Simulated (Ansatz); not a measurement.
**2H-VSSe monolayer in a perpendicular field**

What dipole does a perpendicular field induce in the 2H-VSSe monolayer? A positive field points along +c.

Main program and level: Ansatz 0.2.0; plane-wave DFT, PBE-D3(BJ), Ansatz PAW.

## 1. The structure

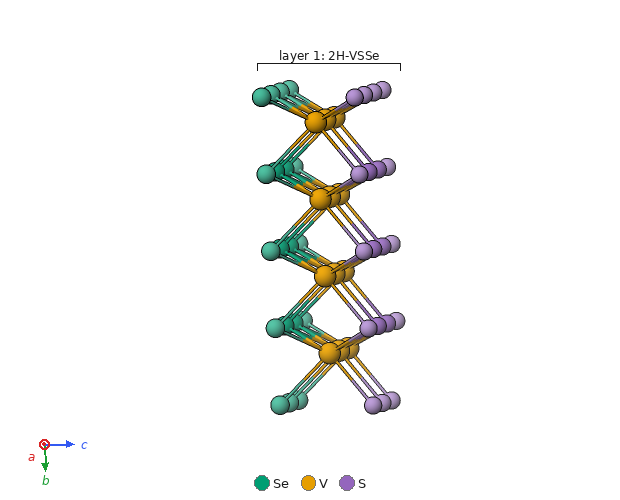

The cell as given, from the side, with the c axis across the page (selenium teal, vanadium orange, sulfur purple). 2×3×1 cells are drawn. Some periodic images of atoms are drawn too.

The cell holds 3 atoms: 1 Se, 1 V and 1 S. Cell: a = 3.250 Å, b = 3.250 Å, c = 37.766 Å, α = 90.0°, β = 90.0°, γ = 120.0°. Vacuum lies along c.

As a file:

```cif
data_structure
_symmetry_space_group_name_H-M 'P 1'
_symmetry_Int_Tables_number 1
_cell_length_a 3.2500
_cell_length_b 3.2500
_cell_length_c 37.7661
_cell_angle_alpha 90.000
_cell_angle_beta 90.000
_cell_angle_gamma 120.000
_cell_volume 345.46
loop_
_atom_site_label
_atom_site_type_symbol
_atom_site_fract_x
_atom_site_fract_y
_atom_site_fract_z
_atom_site_occupancy
Se1 Se 0.33333 0.66667 0.45543 1
V2 V 0.00000 0.00000 0.50298 1
S3 S 0.33333 0.66667 0.54457 1
```

## 2. Relaxing the slab

The starting cell is a guess, so the in-plane lattice and the atoms are relaxed first, with the slab cut off from its images along the normal.

File input.yaml:

```yaml
crystal:
  lattice:
    - [3.25, 0.0, 0.0]
    - [-1.625, 2.8145825623, 0.0]
    - [0.0, 0.0, 37.7660927913]
  atoms:
    - { symbol: Se, position: [0.3333333333, 0.6666666667, 0.4554349875] }
    - { symbol: V, position: [0.0, 0.0, 0.5029758306], spin: 1.0 }
    - { symbol: S, position: [0.3333333333, 0.6666666667, 0.5445650125] }
  periodic: [true, true, false]
magnetization:
  spin_polarized: true
kpoints:
  mp_grid: { grid: [12, 12, 1] }
hamiltonian:
  xc: pbe
  dispersion: d3bj
scf:
  occupations: { method: fermi_dirac, width: 0.05 }
  convergence: { dr2_threshold: 1.0e-09 }
relax:
  f_tol: 0.004
  max_steps: 90
  cell: {}
output:
  write_potential: true
  write_density: true
  volumetric_format: npy
```

Run with:

```
ansatz run input.yaml --threads 2 --pin off --max-ram 3072MiB --backend cpu --events-out ev --progress --plain --runs-dir out
```

Numbers of over 12 decimals in the logs are rounded to 6 here.

What it wrote:

```text
Warning: relax.cell: scf.convergence.dr2_threshold = 1e-9 eV is looser than the 1.6792382221e-10 eV advised for a relaxation that steers and ends on the stress (1e-10 eV for each atom of the cell: 3, times the square of relax.cell.stress_2d_tol = 0.05 N/m over 13.4 Å (the atoms' height at the walk's start and 5 Å past either face), 3.741e-2 GPa, over a crystal's default 0.05). What an SCF threshold leaves in a stress goes as its square root, and in the free energy as the threshold itself, and one threshold admits the most on a small cell: [figures from the program's tests cut] Set scf.convergence.dr2_threshold to 1.6792382221e-10 eV or tighter. [rest of the remark cut]
Engine: ansatz 0.2.0, x86_64-unknown-linux-gnu
Pseudopotentials: kind: paw
Pseudopotential: Se, paw, valence charge 16, recommended cutoff 420 eV (normal), Se.paw.azcp
Pseudopotential: V, paw, valence charge 13, recommended cutoff 420 eV (normal), V.paw.azcp
Pseudopotential: S, paw, valence charge 6, recommended cutoff 420 eV (normal), S.paw.azcp
Functional definition: PBE
  parameter kappa = 0.804
  parameter beta = 0.066725
  exchange = pbe_x(kappa = kappa, mu = beta*pi^2/3)
  correlation = pbe_c(beta = beta)
Crystal: 3 atoms, lattice volume = 345.461 Å³
Basis set: ecut = 420 eV, 6895 PW (Γ), exchange–correlation on 48×48×512 points (8 copies of the dense FFT grid, shifted against one another)
Bands: 22, of which v1, the nominal top of the filled ones, is band 18 counted from 1 (17 counted from 0)
Symmetry: 6 space group operations
Space group: P3m1 (ITA 156), of the structure as read, at distance tolerance 7.0e-5 Å
Magnetic group: BNS 156.49 (UNI 1279), of the structure as read, at distance tolerance 7.0e-5 Å
k-points: 19 of 144 (time reversal used)
Non-local potential: Se, projectors of the file, l = 0: 2, l = 1: 2, l = 2: 3, l = 3: 1
Non-local potential: V, projectors of the file, l = 0: 3, l = 1: 2, l = 2: 3, l = 3: 1
Non-local potential: S, projectors of the file, l = 0: 2, l = 1: 2, l = 2: 2
PAW form: soft (Blöchl's): semilocal exchange-correlation on the pseudo side does not see the compensation charge
PAW one-centre angular grid: Se, 590 points (default); XC on 64 Gauss nodes
PAW one-centre angular grid: V, 590 points (default); XC on 64 Gauss nodes
PAW one-centre angular grid: S, 110 points (default); XC on 64 Gauss nodes
Initial density: superposition of atomic densities (neutral atoms: chi_scale 0, normalization atom)
Starting moments: Σ|m| = 1 μB on 1 of 3 sites
Initial wavefunctions: pseudopotential atomic-orbital guess
Functional: x = pbe(κ = 0.804, μ = 0.219515), c = pbe(β = 0.066725)
SCF iter   1: F=—  HF=-9287.344345 eV  |F-HF|=—  |Δ(HF+E_count)|=         —  Δρ=1.24e-2 (↑1.24e-2 ↓1.01e-2)  dr2=2.47e0  dr2_m=2.83e-2  M=0.848 μB ∫|m|=1.030 μB  β_m=0.30  ethr=3.10e-3  ⟨swp⟩=14.6  Hψ=6321  notcnv=0
Mixer restart at iter 1: flushing history
preconditioner: auto → LDOS  [metal: Δε(μ)=0.119 eV  Ē_g=7.209 eV  σ=0.050 eV  W_gap=0.42  n_scr=22 (ndim 8)  ℏωp=8.2 eV  f_vac=0.801  D(μ)=1.33/eV (n_scr^D=10)]
spin=Collinear: LDOS preconditioning applied to the charge; magnetization (m = ρ↑ − ρ↓) channel mixes plain (no charge-response kernel on spin).
SCF iter   2: F=—  HF=-9286.660205 eV  |F-HF|=—  |Δ(HF+E_count)|=   6.84e-1  Δρ=6.21e-3 (↑6.21e-3 ↓6.05e-3)  dr2=5.09e-1  dr2_m=1.13e-2  M=0.881 μB ∫|m|=1.080 μB  β_m=0.40  ethr=3.10e-3  ⟨swp⟩=2.9  Hψ=1654  notcnv=0
SCF iter   3: F=—  HF=-9286.535169 eV  |F-HF|=—  |Δ(HF+E_count)|=   1.25e-1  Δρ=2.74e-3 (↑2.05e-3 ↓2.74e-3)  dr2=4.00e-2  dr2_m=4.14e-3  M=0.922 μB ∫|m|=1.135 μB  β_m=0.57  ethr=1.46e-3  ⟨swp⟩=3.4  Hψ=1890  notcnv=0
SCF iter   4: F=—  HF=-9286.575290 eV  |F-HF|=—  |Δ(HF+E_count)|=         —  Δρ=1.97e-3 (↑1.01e-3 ↓1.97e-3)  dr2=1.23e-2  dr2_m=5.57e-3  M=0.976 μB ∫|m|=1.253 μB  β_m=0.57  ethr=1.14e-4  ⟨swp⟩=3.6  Hψ=2045  notcnv=0
SCF iter   5: F=—  HF=-9286.581236 eV  |F-HF|=—  |Δ(HF+E_count)|=   5.95e-3  Δρ=1.07e-3 (↑7.92e-4 ↓1.07e-3)  dr2=1.40e-3  dr2_m=2.59e-3  M=0.987 μB ∫|m|=1.301 μB  β_m=0.78  ethr=3.52e-5  ⟨swp⟩=2.6  Hψ=1385  notcnv=0
SCF iter   6: F=—  HF=-9286.583378 eV  |F-HF|=—  |Δ(HF+E_count)|=         —  Δρ=7.32e-4 (↑7.32e-4 ↓3.73e-4)  dr2=1.07e-2  dr2_m=7.08e-4  M=0.991 μB ∫|m|=1.340 μB  β_m=0.78  ethr=3.99e-6  ⟨swp⟩=3.4  Hψ=1878  notcnv=0
SCF iter   7: F=—  HF=-9286.582861 eV  |F-HF|=—  |Δ(HF+E_count)|=   5.17e-4  Δρ=2.23e-4 (↑2.23e-4 ↓2.11e-4)  dr2=3.95e-3  dr2_m=3.94e-5  M=0.994 μB ∫|m|=1.371 μB  β_m=0.63  ethr=3.99e-6  ⟨swp⟩=3.2  Hψ=1632  notcnv=0
SCF iter   8: F=—  HF=-9286.582695 eV  |F-HF|=—  |Δ(HF+E_count)|=   1.66e-4  Δρ=6.57e-5 (↑4.91e-5 ↓6.57e-5)  dr2=1.61e-4  dr2_m=3.47e-6  M=0.993 μB ∫|m|=1.366 μB  β_m=0.78  ethr=3.99e-6  ⟨swp⟩=2.4  Hψ=1184  notcnv=0
SCF iter   9: F=—  HF=-9286.582704 eV  |F-HF|=—  |Δ(HF+E_count)|=   9.91e-6  Δρ=2.41e-5 (↑1.64e-5 ↓2.41e-5)  dr2=3.47e-5  dr2_m=2.41e-7  M=0.993 μB ∫|m|=1.366 μB  β_m=0.74  ethr=4.61e-7  ⟨swp⟩=2.1  Hψ=1184  notcnv=0
SCF iter  10: F=—  HF=-9286.582705 eV  |F-HF|=—  |Δ(HF+E_count)|=   2.71e-7  Δρ=7.01e-6 (↑3.94e-6 ↓7.01e-6)  dr2=3.43e-7  dr2_m=7.93e-8  M=0.993 μB ∫|m|=1.366 μB  β_m=0.73  ethr=9.91e-8  ⟨swp⟩=2.3  Hψ=1165  notcnv=0
SCF iter  11: F=—  HF=-9286.582705 eV  |F-HF|=—  |Δ(HF+E_count)|=   3.59e-9  Δρ=3.49e-6 (↑3.49e-6 ↓2.12e-6)  dr2=1.17e-7  dr2_m=1.40e-8  M=0.993 μB ∫|m|=1.367 μB  β_m=0.63  ethr=9.79e-10  ⟨swp⟩=3.6  Hψ=1806  notcnv=0
SCF iter  12: F=—  HF=-9286.582705 eV  |F-HF|=—  |Δ(HF+E_count)|=   6.06e-9  Δρ=9.29e-7 (↑9.29e-7 ↓7.78e-7)  dr2=7.67e-9  dr2_m=1.39e-9  M=0.993 μB ∫|m|=1.367 μB  β_m=0.77  ethr=3.34e-10  ⟨swp⟩=2.9  Hψ=1356  notcnv=0
SCF iter  13: F=—  HF=-9286.582705 eV  |F-HF|=—  |Δ(HF+E_count)|=   1.59e-8  Δρ=5.37e-7 (↑5.37e-7 ↓4.46e-7)  dr2=1.34e-8  dr2_m=7.65e-11  M=0.993 μB ∫|m|=1.367 μB  β_m=0.77  ethr=2.19e-11  ⟨swp⟩=3.3  Hψ=1884  notcnv=0
SCF iter  14: F=—  HF=-9286.582705 eV  |F-HF|=—  |Δ(HF+E_count)|=   2.10e-9  Δρ=1.38e-7 (↑1.38e-7 ↓1.21e-7)  dr2=4.35e-10  dr2_m=3.46e-11  M=0.993 μB ∫|m|=1.367 μB  β_m=0.81  ethr=2.19e-11  ⟨swp⟩=2.9  Hψ=1345  notcnv=0
SCF iter  15: F=-9286.582705 eV  HF=-9286.582705 eV  |F-HF|=3.51e-10  |Δ(HF+E_count)|=   1.37e-9  Δρ=9.55e-8 (↑9.55e-8 ↓4.98e-8)  dr2=9.31e-11  dr2_m=3.09e-12  M=0.993 μB ∫|m|=1.367 μB  ethr=1.24e-12  ⟨swp⟩=7.6  Hψ=5380  notcnv=0
SCF 1 converged in 15 iterations: F = -9286.582705 eV  dr2 = 9.31e-11
  greatest PAW one-centre occupation: 1.000 electrons in one spin orbital (limit 2), on the Se atom at site 0 (counted from 0), in its partial waves of l = 2
[...]
SCF iter  11: F=—  HF=-9286.872347 eV  |F-HF|=—  |Δ(HF+E_count)|=   1.60e-8  Δρ=1.43e-7 (↑1.43e-7 ↓1.16e-7)  dr2=1.26e-9  dr2_m=1.44e-11  M=0.938 μB ∫|m|=1.161 μB  β_m=0.87  ethr=9.37e-12  ⟨swp⟩=2.8  Hψ=1298  notcnv=0
SCF iter  12: F=—  HF=-9286.872347 eV  |F-HF|=—  |Δ(HF+E_count)|=   2.04e-9  Δρ=2.51e-8 (↑2.47e-8 ↓2.51e-8)  dr2=1.83e-11  dr2_m=1.20e-13  M=0.938 μB ∫|m|=1.161 μB  β_m=0.77  ethr=3.59e-12  ⟨swp⟩=2.6  Hψ=1169  notcnv=0
SCF iter  13: F=-9286.872347 eV  HF=-9286.872347 eV  |F-HF|=1.02e-10  |Δ(HF+E_count)|=  8.91e-11  Δρ=1.24e-8 (↑1.24e-8 ↓1.12e-8)  dr2=6.13e-12  dr2_m=2.02e-14  M=0.938 μB ∫|m|=1.161 μB  ethr=1.00e-12  ⟨swp⟩=7.2  Hψ=4832  notcnv=0
SCF 3 converged in 13 iterations: F = -9286.872347 eV  dr2 = 6.13e-12
relax step   3: F+E_penalty+E_count = -9286.87234699 eV  Δ(F+E_penalty+E_count) = -4.154e-2 eV  max|allowed force component| = 1.891e-1 eV/Å  Δτ_max = 0.0609 Å  P = -0.627 N/m  Ω = 341.232 Å³  energy of the carried Pulay correction = +9.382e-5 eV  fix = [c, alpha, beta]  reactions: c -0.000 N/m  (13 SCF iters, accepted)
[...]
relax step   4: F+E_penalty+E_count = -9286.87477809 eV  Δ(F+E_penalty+E_count) = -2.431e-3 eV  max|allowed force component| = 4.048e-2 eV/Å  Δτ_max = 0.0065 Å  P = -0.098 N/m  Ω = 339.181 Å³  energy of the carried Pulay correction = +1.397e-4 eV  fix = [c, alpha, beta]  reactions: c -0.000 N/m  (10 SCF iters, accepted)
[...]
relax step   5: F+E_penalty+E_count = -9286.87487347 eV  Δ(F+E_penalty+E_count) = -9.538e-5 eV  max|allowed force component| = 2.788e-3 eV/Å  Δτ_max = 0.0022 Å  P = +0.003 N/m  Ω = 338.869 Å³  energy of the carried Pulay correction = +1.467e-4 eV  fix = [c, alpha, beta]  reactions: c +0.000 N/m  (10 SCF iters, accepted)
Initial wavefunctions: pseudopotential atomic-orbital guess (no wavefunctions were taken with the density)
iter 1 solved again at ethr=2.38e-8 eV; its pass at ethr=3.10e-3 eV (dr2=8.34e-6 eV) is discarded
SCF iter   1: F=—  HF=-9286.874713 eV  |F-HF|=—  |Δ(HF+E_count)|=         —  Δρ=4.73e-6 (↑4.44e-6 ↓4.73e-6)  dr2=1.54e-7  dr2_m=1.72e-9  M=0.914 μB ∫|m|=1.118 μB  β_m=0.65  ethr=2.38e-8  ⟨swp⟩=7.4  Hψ=10697  notcnv=0
preconditioner: auto → LDOS  [metal: Δε(μ)=0.081 eV  Ē_g=7.216 eV  σ=0.050 eV  W_gap=0.34  n_scr=18 (ndim 8)  ℏωp=8.3 eV  f_vac=0.813  D(μ)=0.99/eV (n_scr^D=8)]
spin=Collinear: LDOS preconditioning applied to the charge; magnetization (m = ρ↑ − ρ↓) channel mixes plain (no charge-response kernel on spin).
SCF iter   2: F=—  HF=-9286.874707 eV  |F-HF|=—  |Δ(HF+E_count)|=   6.73e-6  Δρ=2.11e-6 (↑2.11e-6 ↓2.06e-6)  dr2=1.86e-7  dr2_m=3.86e-10  M=0.914 μB ∫|m|=1.118 μB  β_m=0.47  ethr=4.40e-10  ⟨swp⟩=3.0  Hψ=1722  notcnv=0
SCF iter   3: F=—  HF=-9286.874707 eV  |F-HF|=—  |Δ(HF+E_count)|=   7.59e-9  Δρ=1.61e-6 (↑1.61e-6 ↓1.39e-6)  dr2=4.08e-8  dr2_m=3.54e-10  M=0.914 μB ∫|m|=1.118 μB  β_m=0.45  ethr=4.40e-10  ⟨swp⟩=2.7  Hψ=1140  notcnv=0
SCF iter   4: F=—  HF=-9286.874707 eV  |F-HF|=—  |Δ(HF+E_count)|=   1.35e-8  Δρ=6.21e-7 (↑6.21e-7 ↓5.87e-7)  dr2=2.21e-9  dr2_m=3.54e-11  M=0.914 μB ∫|m|=1.118 μB  β_m=0.52  ethr=1.17e-10  ⟨swp⟩=2.2  Hψ=1147  notcnv=0
SCF iter   5: F=—  HF=-9286.874707 eV  |F-HF|=—  |Δ(HF+E_count)|=   2.27e-8  Δρ=2.52e-7 (↑2.52e-7 ↓2.12e-7)  dr2=3.56e-10  dr2_m=8.27e-12  M=0.914 μB ∫|m|=1.118 μB  β_m=0.59  ethr=6.30e-12  ⟨swp⟩=3.3  Hψ=1818  notcnv=0
SCF iter   6: F=-9286.874707 eV  HF=-9286.874707 eV  |F-HF|=2.36e-9  |Δ(HF+E_count)|=   1.12e-8  Δρ=9.79e-8 (↑9.79e-8 ↓7.41e-8)  dr2=1.30e-10  dr2_m=1.88e-12  M=0.914 μB ∫|m|=1.118 μB  ethr=1.02e-12  ⟨swp⟩=9.5  Hψ=5949  notcnv=0
SCF 6 converged in 6 iterations: F = -9286.874707 eV  dr2 = 1.30e-10
relax step   6: F+E_penalty+E_count = -9286.87470664 eV  Δ(F+E_penalty+E_count) = +1.668e-4 eV  max|allowed force component| = 2.757e-3 eV/Å  Δτ_max = 0.0000 Å  P = +0.005 N/m  Ω = 338.869 Å³  fix = [c, alpha, beta]  reactions: c +0.000 N/m  stress off target by 5.29e-3 N/m on what of the cell is left free  SCF on the basis re-selected at this cell (its energy is not comparable with the rows above)  (6 SCF iters)
basis re-selected at this cell: Δ(F+E_penalty+E_count) = +1.668e-4 eV, ΔP = +0.002 N/m vs the last step (what re-selecting the basis moved, of the pressure what is left beyond the Pulay correction that the steps carried, after the strain that the cell walked since its last selection, with what the two solves' SCF thresholds leave and, on support functions, any second-order correction that the steps lacked; it is no m [...]
WARN: The output density's exchange-correlation potential varies sharply where the density is thin. Do not read a vacuum level from v_tot or v_xc, or from such a field of the output density. On a cell that repeats whose density bears no net charge and no dipole along the vacuum's axis use v_es (v_loc + v_h of the components); under efield.dipole_correction with no amplitude use v_es + v_field, which holds any externa [...]
SCF converged after 6 iterations
Magnetization: 0.9143 μB (17.9572 up, 17.0428 down)
Absolute magnetization: 1.1143 μB (∫|ρ↑−ρ↓|, with the PAW one-centre terms)
Spin contamination: 0.0203 ħ² per cell (⟨S²⟩ above its minimum at these occupations)
Per-site moments (μB) at R_I (Å): [(-0.047794, 1.028682), (0.749005, 0.965552), (-0.00134752, 0.965552)]
Free energy (F): -9286.874707 eV
Harris-Foulkes:  -9286.874707 eV  (|F-HF|=2.36e-9)
Internal energy: -9286.866520 eV  (E = F + TS)
E sigma→0 (E₀):  -9286.870613 eV
Entropy (-TS):   -0.008187 eV (-2.729 meV/atom)
Fermi energy:    -5.568375 eV
--- Per-component energies (eV) ---
  E_band       = -1111.171394
  E_kinetic    = 562.761642
  E_local      = -102380.586475  (includes V_loc(G=0)·N_el)
  E_nonlocal   = -613.131190
  E_hartree    = 50827.551017
  E_xc         = -332.436729
  E_vxc        = -351.848779  (∫ρ·V_xc dr)
  E_paw        = -3624.168405  (= ΣΔE_a)
  E_vpaw       = 16.532667  (= ΣTr[D̂ρ^β])
  E_aug_tail   = -0.000334  (compensation charges beyond the density's cutoff)
  E_ewald      = 46274.079573
  E_disp       = -0.935617  (pairwise vdW)
  E_smearing   = -0.008187  (= −TS)
  E_closure    = -0.000000  (closes the sum)
  Σ components = -9286.874707   (vs F -9286.874707, Δ=0.00e0)
--- Forces (eV/Å), atoms counted from 1 ---
  atom   1  Se     0.00000000    -0.00000000     0.00021054
  atom   2  V      0.00000000     0.00000000    -0.00275675
  atom   3  S      0.00000000    -0.00000000     0.00254583
  max |Σ_I F_I| component: 3.74e-7 eV/Å
--- 2D stress c σ (N/m, compression-positive) ---
        0.005290       0.000000       0.000000
        0.000000       0.005290       0.000000
        0.000000       0.000000       0.000000
  P = ½ c Tr σ = 0.0053 N/m
--- Band table (eV; the first three rows and the last of 38) ---
  k-point 0 ↑: bands = [... 14 lower, -7.3581, -6.3940, -6.3940, -5.5109, -2.9875, -2.9875, -2.6879, -2.6879]
  k-point 1 ↑: bands = [... 14 lower, -7.3934, -6.4971, -6.4552, -5.5473, -3.2087, -3.1278, -2.9992, -2.7496]
  k-point 2 ↑: bands = [... 14 lower, -7.6049, -6.7016, -6.6623, -5.7214, -3.8455, -3.4335, -3.3157, -2.6282]
  k-point 18 ↓: bands = [... 14 lower, -8.8080, -8.6978, -6.9879, -4.8621, -3.7635, -3.0366, -2.7596, -1.8107]
  the weakly bound empty levels are not read free of the cell's end (no_gap_told)
--- Relaxed structure (5 steps of the walk, 5 accepted, 1 SCFs on fresh bases) ---
  F+E_penalty+E_count = -9286.87470664 eV   max|allowed force component| = 2.757e-3 eV/Å   (the final SCF, on the basis selected at the relaxed cell)
  cell:  # Å, volume = 338.8690 Å³
    - [3.218841, 0, 0]
    - [-1.609421, 2.787598, 0]
    - [0, 0, 37.7660927913]
  atoms:
    - { symbol: Se, position: [0.333333, 0.666667, 0.459076] }
    - { symbol: V, position: [2.2743416583650694e-19, -3.700743415524894e-17, 0.503108] }
    - { symbol: S, position: [0.333333, 0.666667, 0.540792] }
```

The job ended after 75 s (2 threads of Intel Xeon Platinum 8375C at 2.90GHz (Ice Lake), shared host; peak memory 0.78 GiB).

The steps of the relaxation:

```csv
step,energy less that of the first step (eV),largest force component (eV/Å),volume (Å³)
1,0.0000,1.9252,345.46
2,-0.2481,0.9526,346.63
3,-0.2896,0.1891,341.23
4,-0.2921,0.0405,339.18
5,-0.2922,0.0028,338.87
6*,-0.2920,0.0028,338.87
```

Relaxation steps marked * repeat the geometry before them on a plane-wave basis chosen anew for their cell, so energy and pressure can jump there.

Forces are held to the 6 operations that the run works with; a distortion that breaks them can't arise in this run.

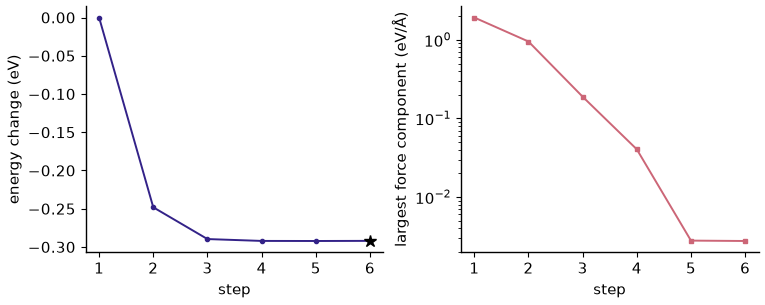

Energy and largest force along the relaxation. Stars mark steps on a basis chosen anew.

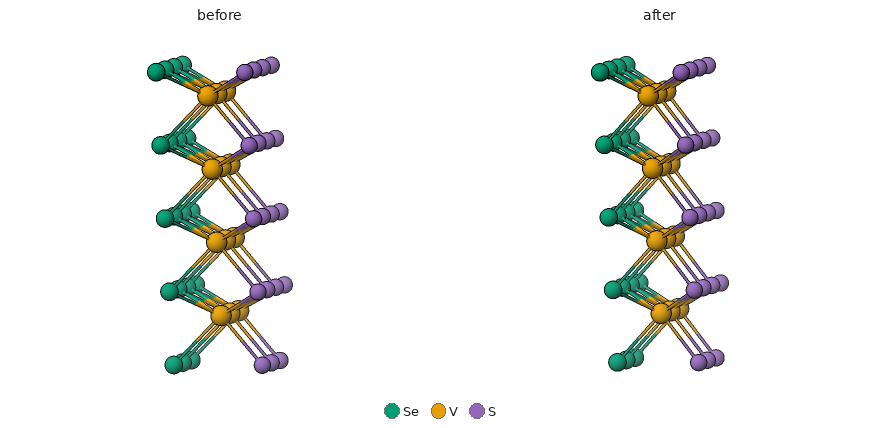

Before and after, at one scale.

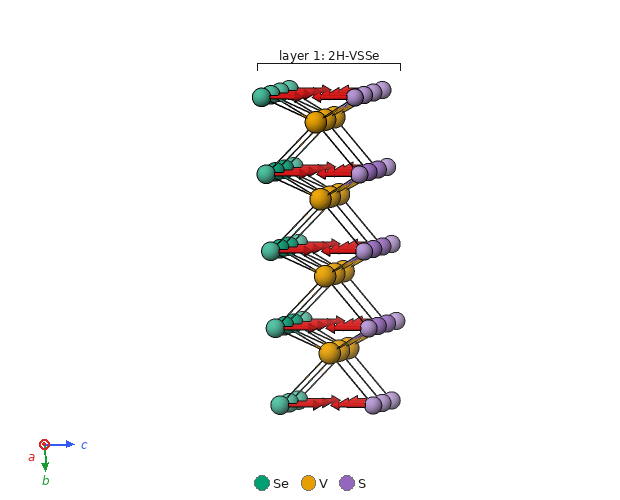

Displacements in the relaxation, exaggerated, measured against the changing cell; the longest in the cell stands for 0.14 Å. 2×3×1 cells are drawn. Some periodic images of atoms are drawn too.

```csv
cell as run,before,after,change
a (Å),3.250,3.219,-1.0 %
b (Å),3.250,3.219,-1.0 %
```

The atoms that moved most (Å, along periodic axes as changes of fractional coordinates times the final cell, across vacuum about the mean position):

```csv
atom,dx,dy,dz,length
S3,0.000,0.000,-0.143,0.143
Se1,0.000,0.000,0.138,0.138
```

Final coordinates:

```
Se V S
1.0
     3.21884    0.00000    0.00000
    -1.60942    2.78760    0.00000
     0.00000    0.00000   37.76609
Se V S
1 1 1
Direct
  0.33333 0.66667 0.45908
  0.00000 0.00000 0.50311
  0.33333 0.66667 0.54079
```

Numbers from this step:

| Quantity | Value |
| --- | --- |
| energy at zero smearing | -9286.8706 eV |
| total moment | 0.9143 μB |
| site moments | -0.04779, 0.7490, -0.001348 μB |

Site moment by atom:

```csv
atom,site moment (μB)
Se1,-0.048
V2,0.749
S3,-0.001
```

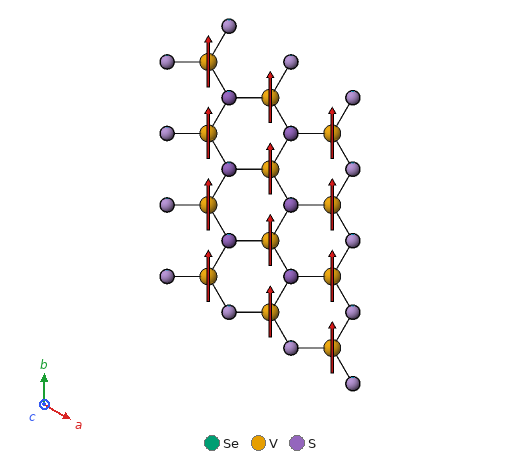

Site moment as arrows, the longest 0.749 μB. Up and down stand for the sign. Arrows give size and sign along the axis of quantisation, drawn up and down the page. Each arrow also spans its atom, so small moments look longer than they are. The two directions have two colours. 2×3×1 cells are drawn. Some periodic images of atoms are drawn too.

The lattice constant a goes from 3.250 to 3.219 Å.

(Continued in part 2 of 3.)

[Logs are printed without paths, hosts, clocks, repeated set-up lines and the standing remarks that a program may print on its own settings, such as how far it seeks lower states.]

[Hosts, paths, dates, database ids (printed as entryN), source tags and the programs' standing remarks are cut or masked in the printed files.]

[Maps of the electrostatic potential energy from Ansatz leave out the sawtooth potential of an applied field or a dipole correction, so their vacuum need not be flat; planar profiles and work functions include it.]
